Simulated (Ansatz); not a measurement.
**Single-point calculation, with input and output: CH₅AlO**

- system: CH₅AlO
- method: RKS r2SCAN-D4/def2-TZVPP (Ansatz 0.2.0)

The geometry comes from this level: PBE0-D4/def2-TZVP.

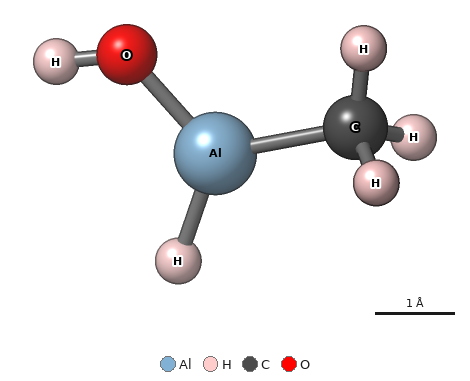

Fig. 1: The input geometry (ball-and-stick view, seen at a tilt). Sticks mark near contacts. Bond lengths as drawn: Al–C 1.94 Å, Al–H 1.59 Å, Al–O 1.70 Å, C–H 1.09 Å and H–O 0.96 Å.

Summary:

| quantity | value |
| --- | --- |
| outcome | converged |
| total energy | −9763.2554 eV |
| mean-field energy | −9763.2310 eV |
| dispersion energy | −0.0244 eV |
| SCF solution under orbital rotations | stable |
| hardware | 4 threads of Intel Xeon @ 2.50GHz, 180 GiB of memory available, shared host |
| wall time | 3.2 s (CPU time 9.1 s) |
| peak memory | 0.49 GiB |

Input file:
```yaml
crystal:
  periodic: [false, false, false]
  atoms:
    - {symbol: Al, position_ang: [-0.340448, 0.607644, 0.297406]}
    - {symbol: H, position_ang: [0.499713, 1.470448, 1.334344]}
    - {symbol: C, position_ang: [0.187382, 0.301025, -1.544467]}
    - {symbol: O, position_ang: [-1.796180, -0.094286, 0.827455]}
    - {symbol: H, position_ang: [1.161117, -0.196731, -1.597553]}
    - {symbol: H, position_ang: [0.293293, 1.246397, -2.086469]}
    - {symbol: H, position_ang: [-0.537699, -0.316390, -2.079370]}
    - {symbol: H, position_ang: [-2.120553, 0.010443, 1.720406]}
basis:
  gaussian: {orbitals: def2-TZVPP}
hamiltonian: {xc: r2scan, dispersion: d4}
```

Run as:
```bash
ansatz run in.yaml --threads 4 --pin off --events-out ev --progress --plain --max-ram 9574MiB
```

What the program printed:
```
Functional definition: r2SCAN
  name "r2SCAN"
  cite "Furness, Kaplan, Ning, Perdew & Sun, J. Phys. Chem. Lett. 11, 8208 (2020) doi:10.1021/acs.jpclett.0c02405"
  cite "Furness, Kaplan, Ning, Perdew & Sun, J. Phys. Chem. Lett. 11, 9248 (2020) doi:10.1021/acs.jpclett.0c03077"
  parent r2scan
  parameter k0 = 0.174
  parameter k1 = 0.065
  parameter a1 = 4.9479
  exchange = r2scan_x(k0 = k0, k1 = k1, a1 = a1)
  correlation = r2scan_c
895 factors; their error is unknown
mean field evaluation 1: about -9749.7968 eV, gradient 8.4e1 eV
mean field evaluation 2: about -9707.4111 eV, gradient 1.5e2 eV
mean field evaluation 4: about -9762.9106 eV, gradient 1.2e1 eV
mean field evaluation 8: about -9763.2434 eV, gradient 1.5e-1 eV
mean field evaluation 16: about -9763.2310 eV, gradient 7.3e-5 eV
mean field -9763.23096843 eV, -358.7921203343 hartree, gradient 7.3e-5 eV, S^2 0.000000; 0 other end points of the search recorded, 0 dependent functions left out
reference -9763.23098092 eV, -358.7921207933 hartree; 16, 16 occupied and 158, 158 virtual orbitals, 895 factors
Total energy: -9763.25537007 eV, -358.7930170777 hartree
```
